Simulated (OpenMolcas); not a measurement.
**Excited-state calculation, with input and output: C4H4N2 (part 2 of 4)**

C4H4N2 (pyridazine), SMILES c1ccnnc1; CASPT2/ANO-RCC-VDZP, DKH2 (OpenMolcas 26.06). The geometry comes from this level: GFN2-xTB.

Geometry of the input (Å):
```
C  0.8061  -0.3012  -0.6270
C  0.0965  -1.0103  0.3216
C  -0.9187  -0.3249  0.9872
N  -1.2087  0.9380  0.7421
N  -0.5415  1.6048  -0.1503
C  0.4345  1.0281  -0.8235
H  1.6110  -0.7471  -1.1919
H  0.3112  -2.0452  0.5424
H  -1.5268  -0.8010  1.7433
H  0.9364  1.6588  -1.5439
```

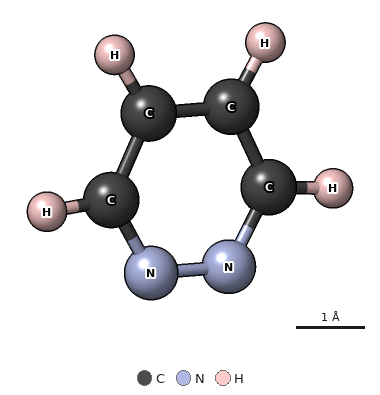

*The input geometry (ball-and-stick view, seen at a tilt).*

### The program's output, continued
```
++    Final optimization conditions:
      ------------------------------

      Average CI energy                            -262.65680955
      RASSCF energy for state  3                   -262.46173560
      Super-CI energy                                -0.00000000
      RASSCF energy change                           -0.00000000
      Max change in MO coefficients              -8.437E-06
      Max non-diagonal density matrix element    -1.551E-05
      Maximum BLB matrix element                  8.758E-06
      (orbital pair  22,  25 in symmetry   1)
      Norm of electronic gradient            1.922E-01
--

      Final state energy(ies):
      ------------------------

::    RASSCF root number  1 Total energy:   -262.83571642
::    RASSCF root number  2 Total energy:   -262.67297662
::    RASSCF root number  3 Total energy:   -262.46173560
      Von Neumann Entropy (Root   1) =  0.02444

      Mulliken population analysis for root number:  1
      -----------------------------------------------

++    Molecular charges:
      ------------------

      Mulliken charges per centre
      ---------------------------

                C1      C2      C3      N4      N5      C6      H7      H8      H9      H10
      Total    5.8579  5.8574  5.7796  7.1999  7.1999  5.7795  1.0860  1.0859  1.0771  1.0769

      N-E      0.1421  0.1426  0.2204 -0.1999 -0.1999  0.2205 -0.0860 -0.0859 -0.0771 -0.0769

      Total electronic charge=   42.000000

      Total            charge=   -0.000000
--

      Expectation values of various properties for root number:  1
      -----------------------------------------------------------

++    Molecular properties:
      ---------------------

      Charge (e):
                      =   -0.0000
      Dipole Moment (debye):
      Origin of the operator (angstrom)=   -0.2267    0.3293    0.0766
                   X=  3.0632E+00               Y= -4.4505E+00               Z= -1.0356E+00           Total=  5.5011E+00
      Quadrupole Moment (debye*angstrom):
      Origin of the operator (angstrom)=   -0.2267    0.3293    0.0766
                  XX= -3.5036E+01              XY=  2.7833E+00              XZ= -2.3515E+00              YY= -3.5710E+01
                  YZ= -2.8449E+00              ZZ= -3.3020E+01
      In traceless form (debye*angstrom)
                  XX= -6.7124E-01              XY=  4.1749E+00              XZ= -3.5272E+00              YY= -1.6816E+00
                  YZ= -4.2673E+00              ZZ=  2.3529E+00
--

      LoProp population analysis for root number:  1
      -----------------------------------------------

++    LoProp analysis:
      ----------------

++    Static properties:
      ------------------

      LoProp Charges per center

                   C1       C2       C3       N4       N5       C6       H7       H8       H9       H10
      Nuclear      6.0000   6.0000   6.0000   7.0000   7.0000   6.0000   1.0000   1.0000   1.0000   1.0000
      Electronic  -6.0523  -6.0520  -5.9844  -7.2032  -7.2036  -5.9840  -0.8853  -0.8853  -0.8749  -0.8749

      Total       -0.0523  -0.0520   0.0156  -0.2032  -0.2036   0.0160   0.1147   0.1147   0.1251   0.1251
--

      Natural Bond Order analysis for root number:  1

++    Natural Bond Order analysis
      ---------------------------
      Based on LoProp computed density
      -------------------------------------------------------------------------------------
      Atom A       Atom B       Bond Order
      -------------------------------------------------------------------------------------
      NBO located      0.999 non-bonded electrons on atom C1
      NBO located      0.999 non-bonded electrons on atom C2
      NBO located      0.998 non-bonded electrons on atom C3
      NBO located      0.999 non-bonded electrons on atom N4
      NBO located      0.999 non-bonded electrons on atom N5
      NBO located      0.998 non-bonded electrons on atom C6
      The remaining   19.079 electrons are to be considered as diffuse
--

--

      Von Neumann Entropy (Root   2) =  1.00000

      Mulliken population analysis for root number:  2
      -----------------------------------------------

++    Molecular charges:
      ------------------

      Mulliken charges per centre
      ---------------------------

                C1      C2      C3      N4      N5      C6      H7      H8      H9      H10
      Total    5.9637  5.9627  5.7533  7.1266  7.1266  5.7530  1.0805  1.0803  1.0767  1.0765

      N-E      0.0363  0.0373  0.2467 -0.1266 -0.1266  0.2470 -0.0805 -0.0803 -0.0767 -0.0765

      Total electronic charge=   42.000000

      Total            charge=   -0.000000
--

      Expectation values of various properties for root number:  2
      -----------------------------------------------------------

++    Molecular properties:
      ---------------------

      Charge (e):
                      =   -0.0000
      Dipole Moment (debye):
      Origin of the operator (angstrom)=   -0.2267    0.3293    0.0766
                   X=  1.2031E+00               Y= -1.7480E+00               Z= -4.0618E-01           Total=  2.1606E+00
      Quadrupole Moment (debye*angstrom):
      Origin of the operator (angstrom)=   -0.2267    0.3293    0.0766
                  XX= -3.4731E+01              XY=  1.1198E+00              XZ= -3.4209E+00              YY= -3.3801E+01
                  YZ= -2.7165E+00              ZZ= -3.3652E+01
      In traceless form (debye*angstrom)
                  XX= -1.0047E+00              XY=  1.6798E+00              XZ= -5.1313E+00              YY=  3.9073E-01
                  YZ= -4.0748E+00              ZZ=  6.1398E-01
--

      LoProp population analysis for root number:  2
      -----------------------------------------------

++    LoProp analysis:
      ----------------

++    Static properties:
      ------------------

      LoProp Charges per center

                   C1       C2       C3       N4       N5       C6       H7       H8       H9       H10
      Nuclear      6.0000   6.0000   6.0000   7.0000   7.0000   6.0000   1.0000   1.0000   1.0000   1.0000
      Electronic  -6.1687  -6.1678  -5.9558  -7.1241  -7.1244  -5.9551  -0.8776  -0.8776  -0.8745  -0.8746

      Total       -0.1687  -0.1678   0.0442  -0.1241  -0.1244   0.0449   0.1224   0.1224   0.1255   0.1254
--

      Natural Bond Order analysis for root number:  2

++    Natural Bond Order analysis
      ---------------------------
      Based on LoProp computed density
      -------------------------------------------------------------------------------------
      Atom A       Atom B       Bond Order
      -------------------------------------------------------------------------------------
      NBO located      0.999 non-bonded electrons on atom C1
      NBO located      0.999 non-bonded electrons on atom C2
      NBO located      0.998 non-bonded electrons on atom C3
      NBO located      0.998 non-bonded electrons on atom N4
      NBO located      0.998 non-bonded electrons on atom N5
      NBO located      0.944 non-bonded electrons on atom N5
      NBO located      0.998 non-bonded electrons on atom C6
      The remaining   18.012 electrons are to be considered as diffuse
--

--

      Von Neumann Entropy (Root   3) =  0.02444

      Mulliken population analysis for root number:  3
      -----------------------------------------------

++    Molecular charges:
      ------------------

      Mulliken charges per centre
      ---------------------------

                C1      C2      C3      N4      N5      C6      H7      H8      H9      H10
      Total    6.0695  6.0681  5.7271  7.0533  7.0533  5.7266  1.0749  1.0747  1.0764  1.0762

      N-E     -0.0695 -0.0681  0.2729 -0.0533 -0.0533  0.2734 -0.0749 -0.0747 -0.0764 -0.0762

      Total electronic charge=   42.000000

      Total            charge=   -0.000000
--

      Expectation values of various properties for root number:  3
      -----------------------------------------------------------

++    Molecular properties:
      ---------------------

      Charge (e):
                      =   -0.0000
      Dipole Moment (debye):
      Origin of the operator (angstrom)=   -0.2267    0.3293    0.0766
                   X= -6.5688E-01               Y=  9.5446E-01               Z=  2.2323E-01           Total=  1.1800E+00
      Quadrupole Moment (debye*angstrom):
      Origin of the operator (angstrom)=   -0.2267    0.3293    0.0766
                  XX= -3.4426E+01              XY= -5.4358E-01              XZ= -4.4903E+00              YY= -3.1892E+01
                  YZ= -2.5881E+00              ZZ= -3.4284E+01
      In traceless form (debye*angstrom)
                  XX= -1.3383E+00              XY= -8.1538E-01              XZ= -6.7354E+00              YY=  2.4631E+00
                  YZ= -3.8822E+00              ZZ= -1.1249E+00
--

      LoProp population analysis for root number:  3
      -----------------------------------------------

++    LoProp analysis:
      ----------------

++    Static properties:
      ------------------

      LoProp Charges per center

                   C1       C2       C3       N4       N5       C6       H7       H8       H9       H10
      Nuclear      6.0000   6.0000   6.0000   7.0000   7.0000   6.0000   1.0000   1.0000   1.0000   1.0000
      Electronic  -6.2850  -6.2835  -5.9271  -7.0449  -7.0452  -5.9261  -0.8699  -0.8698  -0.8742  -0.8742

      Total       -0.2850  -0.2835   0.0729  -0.0449  -0.0452   0.0739   0.1301   0.1302   0.1258   0.1258
--

      Natural Bond Order analysis for root number:  3

++    Natural Bond Order analysis
      ---------------------------
      Based on LoProp computed density
      -------------------------------------------------------------------------------------
      Atom A       Atom B       Bond Order
      -------------------------------------------------------------------------------------
      NBO located      0.999 non-bonded electrons on atom C1
      NBO located      0.999 non-bonded electrons on atom C2
      NBO located      0.998 non-bonded electrons on atom C3
      NBO located      1.000 non-bonded electrons on atom N4
      NBO located      1.000 non-bonded electrons on atom N5
      NBO located      0.998 non-bonded electrons on atom C6
      The remaining   18.828 electrons are to be considered as diffuse
--

--

      Average orbitals are written to the RASORB file
      Natural orbitals for root   1 are written to the RASORB.1 file
      Natural orbitals for root   2 are written to the RASORB.2 file
      Natural orbitals for root   3 are written to the RASORB.3 file
      Spin density orbitals for root   1 are written to the SPDORB.1 file
      Spin density orbitals for root   2 are written to the SPDORB.2 file
      Spin density orbitals for root   3 are written to the SPDORB.3 file

--- Stop Module: rasscf /rc=_RC_ALL_IS_WELL_ ---
           step3.RasOrb.3 step3.rasscf.h5 step3.SpdOrb.1 step3.SpdOrb.2 step3.SpdOrb.3 xmldump
--- Module rasscf spent 3 seconds ---

--- Start Module: caspt2 ---

                                              &CASPT2

                       available to each process: 1.9 GB of memory, 1 thread

++    Wave function specifications:
      -----------------------------

      Number of closed shell electrons          28
      Number of electrons in active shells       2
      Max number of holes in RAS1 space          0
      Max number of electrons in RAS3 space      0
      Number of inactive orbitals               14
      Number of active orbitals                  2
      Number of secondary orbitals              82
      Spin quantum number                      0.0
      State symmetry                             1
      Number of CSFs                             3
      Number of CASSCF root(s) available         3
      CASPT2 state passed to geometry opt.       3
      A file JOBMIX will be created
      This is a MULTI-STATE CASSCF reference
      Number of CI roots used                    3
      These are:                                 1   2   3
      Off-diagonal elements of Heff are computed
--

++    Orbital specifications:
      -----------------------

      Symmetry species                           1
                                                 a
      Frozen orbitals                            6
      Inactive orbitals                         14
      Active orbitals                            2
      Secondary orbitals                        82
      Deleted orbitals                           0
      Number of basis functions                104
--

++    CASPT2 specifications:
      ----------------------

      Type of calculation                        MS-CASPT2
      Fock operator                              state-specific
      IPEA shift                                 0.25
      Real shift                                 0.00
      Imaginary shift                            0.20
      The input orbitals will be transformed to quasi-canonical
--

--------------------------------------------------------------------------------
 Estimated memory requirements:
  POLY3 :                   250070
  RHS:                     1003046
  SIGMA :                   964630
  PRPCTL:                        0
 Available workspace:    232481897

++ CASPT2 computation for group   1

********************************************************************************
 Multi-State initialization phase begins for group   1
--------------------------------------------------------------------------------
********************************************************************************
 Compute H0 matrices for state    1
--------------------------------------------------------------------------------
--------------------------------------------------------------------------------
 H0 matrices have been computed.

********************************************************************************
  CASPT2 EQUATION SOLUTION
--------------------------------------------------------------------------------

  Total nr of CASPT2 parameters:
   Before reduction:      903830
   After  reduction:      888234

 Variance of |WF0>:       2.9240415333

 The contributions to the second order correlation energy in atomic units.
-----------------------------------------------------------------------------------------------------------------------------
  IT.      VJTU        VJTI        ATVX        AIVX        VJAI        BVAT        BJAT        BJAI        TOTAL       RNORM
-----------------------------------------------------------------------------------------------------------------------------
   1    -0.000202   -0.013686   -0.000835   -0.025598   -0.093694   -0.009399   -0.102681   -0.628099   -0.874195    0.007685
   2    -0.000184   -0.013881   -0.000833   -0.025738   -0.094351   -0.009404   -0.102709   -0.628349   -0.875449    0.001098
   3    -0.000173   -0.013891   -0.000835   -0.025767   -0.094390   -0.009404   -0.102725   -0.628406   -0.875590    0.000128
   4    -0.000172   -0.013887   -0.000835   -0.025766   -0.094387   -0.009404   -0.102723   -0.628397   -0.875570    0.000011
   5    -0.000172   -0.013887   -0.000835   -0.025766   -0.094386   -0.009404   -0.102723   -0.628396   -0.875569    0.000001
-----------------------------------------------------------------------------------------------------------------------------

  FINAL CASPT2 RESULT:

      Reference energy:        -262.8357164229
      E2 (Non-variational):      -0.8755695442
      Shift correction:          -0.0056936490
      E2 (Variational):          -0.8812631931
      Total energy:            -263.7169796161
      Residual norm:              0.0000000635
      Reference weight:           0.75965

      Contributions to the CASPT2 correlation energy
      Active & Virtual Only:         -0.0102392745
      One Inactive Excited:          -0.1286609200
      Two Inactive Excited:          -0.7366693496

++ Denominators, etc.
```
